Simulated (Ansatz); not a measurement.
Run report: GeH₂Cl₂OF, nudged elastic band (part 1 of 2)

- system: GeH₂Cl₂OF, multiplicity 2
- method: UKS PBE0/def2-SVP (Ansatz 0.2.0)

The run did not end well. One setting was made poor on purpose. It belongs to a series of runs on one base structure; here: band between the two ends.

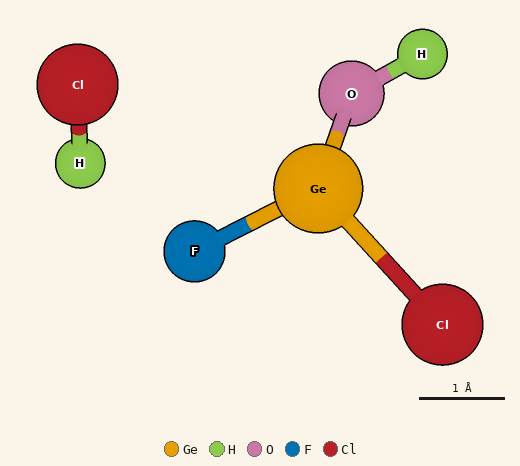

Fig. 1: The input geometry (ball-and-stick view, seen at a tilt). Sticks mark near contacts.

Input
```yaml
crystal:
  periodic: [false, false, false]
  atoms:
    - { symbol: Ge, position_ang: [0.114069, -0.72654, 0.002715] }
    - { symbol: H, position_ang: [-0.438089, 0.852403, 2.299533] }
    - { symbol: O, position_ang: [1.576197, 0.003872, -0.670582] }
    - { symbol: H, position_ang: [2.203415, -0.64387, -1.01696] }
    - { symbol: F, position_ang: [-0.818366, 0.711957, 0.385663] }
    - { symbol: Cl, position_ang: [-1.024369, -1.77417, -1.528919] }
    - { symbol: Cl, position_ang: [0.204843, 0.183648, 3.204349] }
magnetization:
  spin_polarized: true
  initial_magnetization: 1
basis:
  gaussian: { orbitals: def2-SVP }
hamiltonian:
  xc: pbe0
neb:
  order_check: false
  images: 7
  f_tol: 0.05
  max_iterations: 60
  max_displacement: 0.02
  optimiser: fire
  final_atoms:
    - { symbol: Ge, position_ang: [-0.58153061, -0.11217378, -0.81833664] }
    - { symbol: H, position_ang: [0.82288928, 0.74497097, 3.28517387] }
    - { symbol: O, position_ang: [0.9918408, 0.29576738, -0.12777222] }
    - { symbol: H, position_ang: [1.11468162, -0.11196237, 0.74483164] }
    - { symbol: F, position_ang: [-0.49672817, 0.57742933, -2.40864686] }
    - { symbol: Cl, position_ang: [-0.80176442, -2.26409038, -1.05758774] }
    - { symbol: Cl, position_ang: [0.76831151, -0.52264114, 3.05813695] }
  initial_path:
    images:
      - { positions_ang: [[0.114069, -0.72654, 0.002715], [-0.438089, 0.852403, 2.299533], [1.576197, 0.003872, -0.670582], [2.203415, -0.64387, -1.01696], [-0.818366, 0.711957, 0.385663], [-1.024369, -1.77417, -1.528919], [0.204843, 0.183648, 3.204349]] }
      - { positions_ang: [[0.07616303, -0.5511433, 0.00591051], [-0.31885826, 0.62458388, 2.17803862], [1.58051479, 0.04881325, -0.66291071], [2.15612405, -0.66339508, -0.96064092], [-0.86562355, 0.84721513, 0.16944828], [-0.99167876, -1.8139239, -1.32774708], [0.1810587, 0.11515001, 3.27370029]] }
      - { positions_ang: [[0.03825706, -0.3757466, 0.00910603], [-0.19962753, 0.39676477, 2.05654425], [1.58483258, 0.0937545, -0.65523942], [2.10883311, -0.68292016, -0.90432183], [-0.9128811, 0.98247327, -0.04676643], [-0.95898852, -1.85367781, -1.12657517], [0.15727441, 0.04665203, 3.34305158]] }
      - { positions_ang: [[0.00035108, -0.20034989, 0.01230154], [-0.08039679, 0.16894565, 1.93504987], [1.58915036, 0.13869575, -0.64756813], [2.06154216, -0.70244524, -0.84800275], [-0.96013864, 1.1177314, -0.26298115], [-0.92629829, -1.89343171, -0.92540325], [0.13349011, -0.02184596, 3.41240287]] }
      - { positions_ang: [[-0.03755489, -0.02495319, 0.01549705], [0.03883395, -0.05887347, 1.81355549], [1.59346815, 0.18363701, -0.63989684], [2.01425122, -0.72197032, -0.79168366], [-1.00739619, 1.25298954, -0.47919587], [-0.89360805, -1.93318562, -0.72423133], [0.10970581, -0.09034395, 3.48175416]] }
      - { positions_ang: [[-0.17354882, -0.04675834, -0.19296137], [0.23484778, 0.14208764, 2.18146009], [1.44306131, 0.2116696, -0.51186568], [1.78935882, -0.56946833, -0.40755484], [-0.87972919, 1.08409949, -0.96155862], [-0.87064714, -2.01591181, -0.80757044], [0.27435724, -0.19841825, 3.37584986]] }
      - { positions_ang: [[-0.30954275, -0.06856349, -0.40141979], [0.43086161, 0.34304875, 2.54936468], [1.29265447, 0.23970219, -0.38383453], [1.56446642, -0.41696635, -0.02342601], [-0.75206218, 0.91520943, -1.44392137], [-0.84768623, -2.098638, -0.89090954], [0.43900866, -0.30649254, 3.26994556]] }
      - { positions_ang: [[-0.44553668, -0.09036863, -0.60987821], [0.62687544, 0.54400986, 2.91726927], [1.14224763, 0.26773479, -0.25580338], [1.33957402, -0.26446436, 0.36070281], [-0.62439518, 0.74631938, -1.92628411], [-0.82472533, -2.18136419, -0.97424864], [0.60366009, -0.41456684, 3.16404126]] }
      - { positions_ang: [[-0.58153061, -0.11217378, -0.81833664], [0.82288928, 0.74497097, 3.28517387], [0.9918408, 0.29576738, -0.12777222], [1.11468162, -0.11196237, 0.74483164], [-0.49672817, 0.57742933, -2.40864686], [-0.80176442, -2.26409038, -1.05758774], [0.76831151, -0.52264114, 3.05813695]] }
```

Machine: 4 threads of AMD EPYC (Zen 3), 24 GiB of memory available, shared host.

Run as:
```bash
ansatz run input.yaml --threads 4 --pin off --max-ram 5120MiB --backend cpu --events-out ev --progress --plain --runs-dir out
```

Output
```
Engine: ansatz 0.2.0, x86_64-unknown-linux-gnu
Functional definition: PBE0
  parameter a = 0.25
  parameter kappa = 0.804
  parameter beta = 0.06672455060314922
  exchange = (1 - a)*pbe_x(kappa = kappa, mu = beta*pi^2/3) + a*exact_x
  correlation = pbe_c(beta = beta)
1065 factors; integrals over basis functions are off by at most 3.0e-4 eV
mean field evaluation 1: about -86317.5153 eV, gradient 4.0e1 eV
mean field evaluation 2: about -86295.9628 eV, gradient 8.3e1 eV
mean field evaluation 4: about -86323.0798 eV, gradient 5.8e0 eV
mean field evaluation 8: about -86323.2098 eV, gradient 1.7e-1 eV
mean field evaluation 16: about -86323.2100 eV, gradient 1.4e-4 eV
mean field -86323.20998914 eV, -3172.3194551277 hartree, gradient 4.0e-5 eV, S^2 0.753236; 0 other end points of the search recorded, 0 dependent functions left out
the calculation of the forces begins
reference -86323.21001314 eV, -3172.3194560095 hartree; 43, 42 occupied and 63, 64 virtual orbitals, 1065 factors
1059 factors; integrals over basis functions are off by at most 5.1e-4 eV
mean field evaluation 32: about -86323.1326 eV, gradient 3.8e-4 eV
mean field -86323.13261881 eV, -3172.3166118205 hartree, gradient 1.9e-5 eV, S^2 0.753180; 0 other end points of the search recorded, 0 dependent functions left out
[... from here on the field's lines of each further geometry are left out, up to the last ...]
NEB iter   1: max|band force component| = 2.131e1 eV/Å  barrier→ = 6.2552 eV  barrier← = 6.1778 eV  Δτ_max = 0.0200 Å  (286 SCF iters)
NEB iter   2: max|band force component| = 1.693e1 eV/Å  barrier→ = 4.7722 eV  barrier← = 4.6948 eV  Δτ_max = 0.0200 Å  (216 SCF iters)
NEB iter   3: max|band force component| = 1.315e1 eV/Å  barrier→ = 3.5756 eV  barrier← = 3.4982 eV  Δτ_max = 0.0200 Å  (218 SCF iters)
NEB iter   4: max|band force component| = 9.922e0 eV/Å  barrier→ = 2.6252 eV  barrier← = 2.5478 eV  Δτ_max = 0.0200 Å  (215 SCF iters)
NEB iter   5: max|band force component| = 7.188e0 eV/Å  barrier→ = 1.8871 eV  barrier← = 1.8097 eV  Δτ_max = 0.0200 Å  (215 SCF iters)
NEB iter   6: max|band force component| = 4.889e0 eV/Å  barrier→ = 1.3321 eV  barrier← = 1.2548 eV  Δτ_max = 0.0200 Å  (238 SCF iters)
NEB iter   7: max|band force component| = 2.966e0 eV/Å  barrier→ = 0.9347 eV  barrier← = 0.8573 eV  Δτ_max = 0.0200 Å  (239 SCF iters)
NEB iter   8: max|band force component| = 1.799e0 eV/Å  barrier→ = 0.7426 eV  barrier← = 0.6652 eV  Δτ_max = 0.0200 Å  (242 SCF iters)
NEB iter   9: max|band force component| = 1.564e0 eV/Å  barrier→ = 0.7006 eV  barrier← = 0.6232 eV  Δτ_max = 0.0200 Å  (244 SCF iters)
NEB iter  10: max|band force component| = 1.616e0 eV/Å  barrier→ = 0.6434 eV  barrier← = 0.5661 eV  Δτ_max = 0.0200 Å  (246 SCF iters)
NEB iter  11: max|band force component| = 1.674e0 eV/Å  barrier→ = 0.5876 eV  barrier← = 0.5103 eV  Δτ_max = 0.0200 Å  (233 SCF iters)
NEB iter  12: max|band force component| = 1.653e0 eV/Å  barrier→ = 0.5348 eV  barrier← = 0.4574 eV  Δτ_max = 0.0200 Å  (224 SCF iters)
NEB iter  13: max|band force component| = 1.533e0 eV/Å  barrier→ = 0.4868 eV  barrier← = 0.4094 eV  Δτ_max = 0.0200 Å  (219 SCF iters)
NEB iter  14: max|band force component| = 1.288e0 eV/Å  barrier→ = 0.4460 eV  barrier← = 0.3687 eV  Δτ_max = 0.0196 Å  (216 SCF iters)
NEB iter  15: max|band force component| = 8.959e-1 eV/Å  barrier→ = 0.4158 eV  barrier← = 0.3384 eV  Δτ_max = 0.0200 Å  (217 SCF iters)
NEB iter  16: max|band force component| = 7.228e-1 eV/Å  barrier→ = 0.3988 eV  barrier← = 0.3215 eV  Δτ_max = 0.0112 Å  (217 SCF iters)
NEB iter  17: max|band force component| = 6.863e-1 eV/Å  barrier→ = 0.3953 eV  barrier← = 0.3179 eV  Δτ_max = 0.0200 Å  (201 SCF iters)
NEB iter  18: max|band force component| = 6.329e-1 eV/Å  barrier→ = 0.3894 eV  barrier← = 0.3120 eV  Δτ_max = 0.0096 Å  (226 SCF iters)
NEB iter  19: max|band force component| = 6.242e-1 eV/Å  barrier→ = 0.3881 eV  barrier← = 0.3107 eV  Δτ_max = 0.0191 Å  (194 SCF iters)
NEB iter  20: max|band force component| = 6.014e-1 eV/Å  barrier→ = 0.3858 eV  barrier← = 0.3085 eV  Δτ_max = 0.0200 Å  (218 SCF iters)
NEB iter  21: max|band force component| = 5.729e-1 eV/Å  barrier→ = 0.3836 eV  barrier← = 0.3063 eV  Δτ_max = 0.0085 Å  (220 SCF iters)
NEB iter  22: max|band force component| = 5.605e-1 eV/Å  barrier→ = 0.3824 eV  barrier← = 0.3050 eV  Δτ_max = 0.0167 Å  (190 SCF iters)
NEB iter  23: max|band force component| = 5.373e-1 eV/Å  barrier→ = 0.3800 eV  barrier← = 0.3026 eV  Δτ_max = 0.0200 Å  (204 SCF iters)
NEB iter  24: max|band force component| = 5.113e-1 eV/Å  barrier→ = 0.3774 eV  barrier← = 0.3000 eV  Δτ_max = 0.0074 Å  (205 SCF iters)
NEB iter  25: max|band force component| = 5.041e-1 eV/Å  barrier→ = 0.3761 eV  barrier← = 0.2988 eV  Δτ_max = 0.0147 Å  (183 SCF iters)
NEB iter  26: max|band force component| = 3.598e-1 eV/Å  barrier→ = 0.3738 eV  barrier← = 0.2964 eV  CI = image 4  Δτ_max = 0.0168 Å  (199 SCF iters)
NEB iter  27: max|band force component| = 3.217e-1 eV/Å  barrier→ = 0.3696 eV  barrier← = 0.2922 eV  CI = image 4  Δτ_max = 0.0200 Å  (209 SCF iters)
NEB iter  28: max|band force component| = 2.633e-1 eV/Å  barrier→ = 0.3641 eV  barrier← = 0.2868 eV  CI = image 4  Δτ_max = 0.0039 Å  (216 SCF iters)
NEB iter  29: max|band force component| = 2.505e-1 eV/Å  barrier→ = 0.3625 eV  barrier← = 0.2851 eV  CI = image 4  Δτ_max = 0.0076 Å  (178 SCF iters)
NEB iter  30: max|band force component| = 2.257e-1 eV/Å  barrier→ = 0.3594 eV  barrier← = 0.2820 eV  CI = image 4  Δτ_max = 0.0109 Å  (194 SCF iters)
NEB iter  31: max|band force component| = 2.009e-1 eV/Å  barrier→ = 0.3548 eV  barrier← = 0.2775 eV  CI = image 4  Δτ_max = 0.0135 Å  (195 SCF iters)
NEB iter  32: max|band force component| = 1.805e-1 eV/Å  barrier→ = 0.3491 eV  barrier← = 0.2717 eV  CI = image 4  Δτ_max = 0.0161 Å  (199 SCF iters)
NEB iter  33: max|band force component| = 1.548e-1 eV/Å  barrier→ = 0.3423 eV  barrier← = 0.2650 eV  CI = image 4  Δτ_max = 0.0182 Å  (210 SCF iters)
NEB iter  34: max|band force component| = 1.424e-1 eV/Å  barrier→ = 0.3348 eV  barrier← = 0.2575 eV  CI = image 4  Δτ_max = 0.0200 Å  (219 SCF iters)
NEB iter  35: max|band force component| = 1.338e-1 eV/Å  barrier→ = 0.3267 eV  barrier← = 0.2493 eV  CI = image 4  Δτ_max = 0.0026 Å  (231 SCF iters)
NEB iter  36: max|band force component| = 1.324e-1 eV/Å  barrier→ = 0.3257 eV  barrier← = 0.2483 eV  CI = image 4  Δτ_max = 0.0052 Å  (170 SCF iters)
NEB iter  37: max|band force component| = 1.299e-1 eV/Å  barrier→ = 0.3237 eV  barrier← = 0.2463 eV  CI = image 4  Δτ_max = 0.0077 Å  (188 SCF iters)
NEB iter  38: max|band force component| = 1.267e-1 eV/Å  barrier→ = 0.3208 eV  barrier← = 0.2434 eV  CI = image 4  Δτ_max = 0.0101 Å  (192 SCF iters)
NEB iter  39: max|band force component| = 1.228e-1 eV/Å  barrier→ = 0.3171 eV  barrier← = 0.2397 eV  CI = image 4  Δτ_max = 0.0125 Å  (195 SCF iters)
NEB iter  40: max|band force component| = 1.181e-1 eV/Å  barrier→ = 0.3127 eV  barrier← = 0.2354 eV  CI = image 4  Δτ_max = 0.0149 Å  (202 SCF iters)
NEB iter  41: max|band force component| = 1.125e-1 eV/Å  barrier→ = 0.3079 eV  barrier← = 0.2305 eV  CI = image 4  Δτ_max = 0.0192 Å  (204 SCF iters)
NEB iter  42: max|band force component| = 1.063e-1 eV/Å  barrier→ = 0.3022 eV  barrier← = 0.2248 eV  CI = image 4  Δτ_max = 0.0200 Å  (219 SCF iters)
NEB iter  43: max|band force component| = 1.001e-1 eV/Å  barrier→ = 0.2967 eV  barrier← = 0.2193 eV  CI = image 4  Δτ_max = 0.0030 Å  (224 SCF iters)
NEB iter  44: max|band force component| = 9.532e-2 eV/Å  barrier→ = 0.2960 eV  barrier← = 0.2186 eV  CI = image 4  Δτ_max = 0.0058 Å  (172 SCF iters)
NEB iter  45: max|band force component| = 9.238e-2 eV/Å  barrier→ = 0.2946 eV  barrier← = 0.2172 eV  CI = image 4  Δτ_max = 0.0086 Å  (185 SCF iters)
NEB iter  46: max|band force component| = 9.341e-2 eV/Å  barrier→ = 0.2925 eV  barrier← = 0.2151 eV  CI = image 4  Δτ_max = 0.0114 Å  (190 SCF iters)
NEB iter  47: max|band force component| = 9.070e-2 eV/Å  barrier→ = 0.2899 eV  barrier← = 0.2125 eV  CI = image 4  Δτ_max = 0.0143 Å  (196 SCF iters)
NEB iter  48: max|band force component| = 8.286e-2 eV/Å  barrier→ = 0.2868 eV  barrier← = 0.2094 eV  CI = image 4  Δτ_max = 0.0170 Å  (203 SCF iters)
NEB iter  49: max|band force component| = 7.181e-1 eV/Å  barrier→ = 0.2841 eV  barrier← = 0.2067 eV  CI = image 3  Δτ_max = 0.0200 Å  (206 SCF iters)
NEB iter  50: max|band force component| = 5.953e-1 eV/Å  barrier→ = 0.2826 eV  barrier← = 0.2052 eV  CI = image 3  Δτ_max = 0.0184 Å  (201 SCF iters)
NEB iter  51: max|band force component| = 4.885e-1 eV/Å  barrier→ = 0.2823 eV  barrier← = 0.2049 eV  CI = image 3  Δτ_max = 0.0200 Å  (177 SCF iters)
NEB iter  52: max|band force component| = 3.096e-1 eV/Å  barrier→ = 0.2821 eV  barrier← = 0.2047 eV  CI = image 4  Δτ_max = 0.0096 Å  (182 SCF iters)
NEB iter  53: max|band force component| = 2.515e-1 eV/Å  barrier→ = 0.2815 eV  barrier← = 0.2041 eV  CI = image 4  Δτ_max = 0.0174 Å  (180 SCF iters)
NEB iter  54: max|band force component| = 1.692e-1 eV/Å  barrier→ = 0.2805 eV  barrier← = 0.2031 eV  CI = image 4  Δτ_max = 0.0068 Å  (195 SCF iters)
NEB iter  55: max|band force component| = 3.649e-1 eV/Å  barrier→ = 0.2816 eV  barrier← = 0.2043 eV  CI = image 4  Δτ_max = 0.0039 Å  (193 SCF iters)
NEB iter  56: max|band force component| = 5.208e-1 eV/Å  barrier→ = 0.2796 eV  barrier← = 0.2022 eV  CI = image 3  Δτ_max = 0.0045 Å  (174 SCF iters)
NEB iter  57: max|band force component| = 3.012e-1 eV/Å  barrier→ = 0.2805 eV  barrier← = 0.2032 eV  CI = image 4  Δτ_max = 0.0007 Å  (177 SCF iters)
NEB iter  58: max|band force component| = 2.443e-1 eV/Å  barrier→ = 0.2800 eV  barrier← = 0.2027 eV  CI = image 4  Δτ_max = 0.0013 Å  (158 SCF iters)
NEB iter  59: max|band force component| = 4.994e-1 eV/Å  barrier→ = 0.2794 eV  barrier← = 0.2020 eV  CI = image 3  Δτ_max = 0.0016 Å  (164 SCF iters)
the calculation of the forces begins
reference -86323.06929152 eV, -3172.3142845856 hartree; 43, 42 occupied and 63, 64 virtual orbitals, 1061 factors
these checks for a lower state are left out or cut short: starts, cluster_reference, orbital_swaps, neighbouring_geometries, increment
1062 factors; integrals over basis functions are off by at most 3.9e-4 eV
mean field -86323.12120210 eV, -3172.3161922643 hartree, gradient 1.1e-5 eV, S^2 0.753116; 0 other end points of the search recorded, 0 dependent functions left out
the calculation of the forces begins
reference -86323.12122664 eV, -3172.3161931658 hartree; 43, 42 occupied and 63, 64 virtual orbitals, 1062 factors
NEB iter  60: max|band force component| = 4.939e-1 eV/Å  barrier→ = 0.2793 eV  barrier← = 0.2019 eV  CI = image 3  Δτ_max = 0.0022 Å  (168 SCF iters)
```
